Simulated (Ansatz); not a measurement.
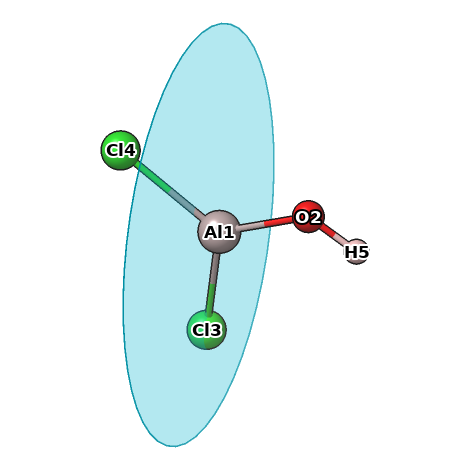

A disc through the centre of mass is drawn in. Atoms fade into the background with distance from the viewer. The computed structure is the end point of a PBE0-D4/def2-TZVP optimisation.

Is the plane of the disc a mirror plane of the structure?

No. The point group is Cs, with 1 mirror plane, and this plane isn't one of its mirror planes.
